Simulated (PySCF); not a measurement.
**C$_{6}$H$_{10}$NP (SMILES C#CCP(N)C1CC1): density, localisation and related maps**

```xyz
18

C     3.7114   -0.9350    0.3845
C     2.7449   -0.2280    0.3486
C     1.5459    0.5695    0.3169
P     0.1714   -0.2974    1.2507
N    -0.0534   -1.5405    0.0779
C    -1.1771    0.8436    0.7128
C    -1.6761    0.8745   -0.6996
C    -2.5421    0.3180    0.3840
H     4.5779   -1.5254    0.4100
H     1.7268    1.5356    0.7952
H     1.2154    0.7235   -0.7150
H     0.8416   -1.9852   -0.1097
H    -0.6824   -2.2577    0.4275
H    -1.1415    1.7828    1.2572
H    -1.9345    1.8287   -1.1350
H    -1.2466    0.1703   -1.3962
H    -3.4022    0.8859    0.7081
H    -2.6970   -0.7505    0.3989
```

Geometry: GFN2-xTB.

Method: DFT single point, gas phase, functional M06-2X in PySCF 2.14.0, density-fitted response routines.

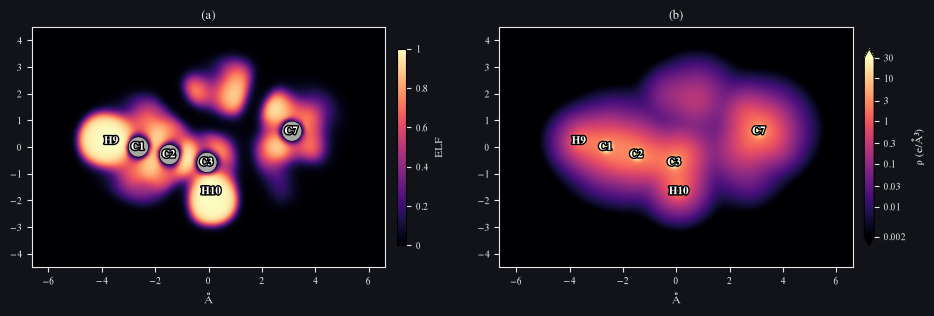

Figure 1. (a) electron localisation function; (b) electron density on the plane of atoms C2, C3 and H10. Grey discs cover the atomic cores in the ELF map.

### Describe what can be read from this map.

The section cuts through C and H sites. C–C (1.20 Å): ρ is about 2.7 e/Å³ halfway; the ELF peaks at about 0.80 between the atoms: a short, multiple covalent bond. C–H (1.05 Å): ρ is about 2.1 e/Å³ halfway; the ELF climbs to about 1 towards the hydrogen, as it does in any bond to H; an ordinary covalent bond to hydrogen. The ELF also peaks beside N5, away from the bonds: lone-pair regions.

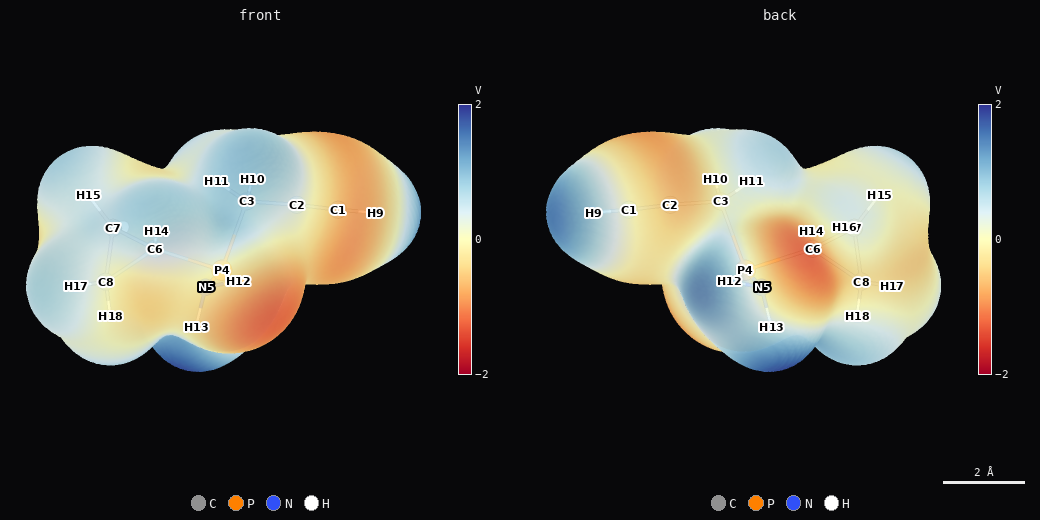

Figure 2. The molecular electrostatic potential painted on the density surface at 0.002 e/bohr³, seen from the front and from behind; red is negative and blue positive.

### Which sites attract a positive test charge, and which a negative one?

A positive charge is drawn to the negative regions and a negative charge to the positive ones. The most negative region (about −1.2 V, or −28 kcal/mol for a unit charge) lies over P4 and N5, the most positive (about +1.7 V, or +39 kcal/mol for a unit charge) over H13.
